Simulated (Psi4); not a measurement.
# TiH4 (SMILES [H][Ti]([H])([H])[H]) at TPSSh/aug-cc-pVDZ

What is the energy change on altering one bond length of TiH4 at TPSSh/aug-cc-pVDZ? 

The calculation is run with Psi4 1.11.

9 further runs of the same task are left out: 8 that didn't finish, 1 set aside as unsound or not needed.

### Step 1. The structure to begin with

The species is TiH4 (5 atoms), meant as a singlet with charge 0. As SMILES, `[H][Ti]([H])([H])[H]`. The shape comes from GFN2-xTB, which is rough for such elements, and wasn't checked as a minimum.

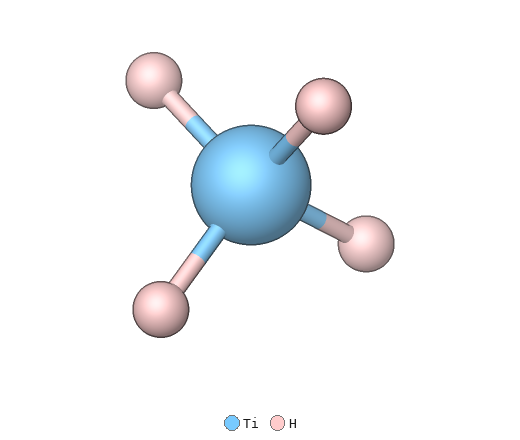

Viewed from a chosen angle; titanium blue, hydrogen pink.

### Step 2. The energy at TPSSh/aug-cc-pVDZ

Input file input.inp:

```
memory 1600 mb

molecule {
  Ti    -0.000010    -0.000210    -0.000150
  H      0.010960    -0.016820     1.730970
  H      1.628940     0.010440    -0.586290
  H     -0.824250     1.416520    -0.557510
  H     -0.815640    -1.409940    -0.587010
  symmetry c1
  no_reorient
  no_com
}

set {
  puream true
  e_convergence 1e-09
  d_convergence 1e-08
  scf_type pk
  dft_radial_points 99
  dft_spherical_points 590
}

e_tot, wfn = energy("tpssh/aug-cc-pVDZ", return_wfn=True)
oeprop(wfn, "MAYER_INDICES", "WIBERG_LOWDIN_INDICES", "DIPOLE")
print_variables()
```

On the command line:

```
$ psi4 input.inp input.out -n 1
```

input.out:

```text
[...]
  Running in c1 symmetry.
[...]
  Nuclear repulsion =   28.021838281682800
[...]
  Multiplicity = 1
[...]
  Nalpha       = 13
  Nbeta        = 13
[...]
    Number of basis functions: 95
[...]
   @RKS iter   1:  -851.73606048789486   -4.44100e-01   2.52363e-03 DIIS/ADIIS
[...]
   @RKS iter   9:  -851.78174568111842   -3.87672e-11   1.56474e-09 DIIS
[...]
    Orbital Energies [Eh]
    ---------------------
    Doubly Occupied:
       1A   -178.754689     2A    -19.854274     3A    -16.546566
       4A    -16.546562     5A    -16.546559     6A     -2.393098
       7A     -1.505367     8A     -1.505347     9A     -1.505337
      10A     -0.327346    11A     -0.302044    12A     -0.302018
      13A     -0.302008
[...]
  @RKS Final Energy:  -851.78174568111842
   => Energetics <=
    Nuclear Repulsion Energy =             28.0218382816828004
    One-Electron Energy =               -1220.1834060387432146
    Two-Electron Energy =                 379.5810534262274132
    DFT Exchange-Correlation Energy =     -39.2012313502855321
    Empirical Dispersion Energy =           0.0000000000000000
    VV10 Nonlocal Energy =                  0.0000000000000000
    Total Energy =                       -851.7817456811184229
[...]
 Multipole Moments:
 ------------------------------------------------------------------------------------
     Multipole            Electronic (a.u.)      Nuclear  (a.u.)        Total (a.u.)
 ------------------------------------------------------------------------------------
 L = 1.  Multiply by 2.5417464519 to convert [e a0] to [Debye]
 Dipole X            :          0.0003406           -0.0003968           -0.0000562
 Dipole Y            :          0.0078434           -0.0083526           -0.0005092
 Dipole Z            :          0.0055642           -0.0059337           -0.0003695
 Magnitude           :                                                    0.0006316
[...]
```

It took 43 s on 1 thread of AMD EPYC 9R45 (Zen 5), shared host; peak memory 1.9 GiB.

### Step 3. The distorted shape: energy and forces at TPSSh/aug-cc-pVDZ

Input file input.in:

```
memory 1600 mb

molecule geom {
  Ti
  H 1 R2
  H 1 R3 2 A3
  H 1 R4 3 A4 2 D4
  H 1 R5 3 A5 2 D5

  R2 = 1.731234
  R3 = 1.731228
  A3 = 109.42929
  R4 = 2.5968
  A4 = 109.50807
  D4 = 119.9566
  R5 = 1.731183
  A5 = 109.48394
  D5 = -120.04243
  units angstrom
  symmetry c1
}

set globals {
  basis                aug-cc-pVDZ
  puream               true
  e_convergence        1e-09
  d_convergence        1e-08
  scf_type             pk
  dft_radial_points    99
  dft_spherical_points 590
}

E = gradient('tpssh')
```

On the command line:

```
$ psi4 input.in input.out -n 1
```

input.out:

```text
[...]
  Running in c1 symmetry.
[...]
  Nuclear repulsion =   25.663623377220784
[...]
  Multiplicity = 1
[...]
  Nalpha       = 13
  Nbeta        = 13
[...]
    Number of basis functions: 95
[...]
   @RKS iter   1:  -851.53125100008265   -3.17720e-01   5.26076e-03 ADIIS/DIIS
[...]
   @RKS iter  12:  -851.71916083141491   -1.65983e-11   6.08049e-09 DIIS
[...]
    Orbital Energies [Eh]
    ---------------------
    Doubly Occupied:
       1A   -178.781812     2A    -19.878317     3A    -16.571204
       4A    -16.570789     5A    -16.570782     6A     -2.415787
       7A     -1.528693     8A     -1.526990     9A     -1.526968
      10A     -0.336717    11A     -0.318562    12A     -0.318536
      13A     -0.244249
[...]
  @RKS Final Energy:  -851.71916083141491
   => Energetics <=
    Nuclear Repulsion Energy =             25.6636233772207838
    One-Electron Energy =               -1215.0025589775084427
    Two-Electron Energy =                 376.7353022916610712
    DFT Exchange-Correlation Energy =     -39.1155275227883763
    Empirical Dispersion Energy =           0.0000000000000000
    VV10 Nonlocal Energy =                  0.0000000000000000
    Total Energy =                       -851.7191608314149107
[...]
 Multipole Moments:
 ------------------------------------------------------------------------------------
     Multipole            Electronic (a.u.)      Nuclear  (a.u.)        Total (a.u.)
 ------------------------------------------------------------------------------------
 L = 1.  Multiply by 2.5417464519 to convert [e a0] to [Debye]
 Dipole X            :          1.1969669           -0.6633962            0.5335707
 Dipole Y            :          0.6901167           -0.3823900            0.3077268
 Dipole Z            :          0.4861744           -0.2692313            0.2169431
 Magnitude           :                                                    0.6530373
[...]
  -Total Gradient:
     Atom            X                  Y                   Z
    ------   -----------------  -----------------  -----------------
       1        0.028896404271     0.016663532543     0.011748057756
       2       -0.000572299333    -0.000311251504     0.009308512389
       3       -0.000563911959     0.008674353655    -0.003382213295
       4       -0.034987350191    -0.020205241392    -0.014252676065
       5        0.007208753358    -0.004808877356    -0.003423178087
[...]
```

Wall time 2.5 min (1 thread of AMD EPYC 9R45 (Zen 5), shared host); peak memory 1.9 GiB.

### Step 4. Outcome

At TPSSh/aug-cc-pVDZ:

```
                                                          quantity          value
                                         first shape: total energy  -851.78175 Eh
                                        first shape: dipole moment         0.00 D
                                          first shape: HOMO energy       -8.22 eV
                                          first shape: LUMO energy       -3.73 eV
                                        first shape: HOMO–LUMO gap        4.49 eV
                                     distorted shape: total energy  -851.71916 Eh
                                    distorted shape: dipole moment         1.66 D
                                      distorted shape: HOMO energy       -6.65 eV
                                      distorted shape: LUMO energy       -4.23 eV
                                    distorted shape: HOMO–LUMO gap        2.42 eV
                         distorted shape: largest force on an atom     2.203 eV/Å
energy change with the Ti1–H4 bond stretched from 1.731 to 2.597 Å       1.703 eV
```

In words: With the Ti1–H4 bond stretched from 1.731 to 2.597 Å the energy rises by 1.70 eV (164 kJ/mol). The first shape isn't relaxed at this level, so the change isn't measured from a minimum. A restricted reference can't describe the breaking bond well at this length.
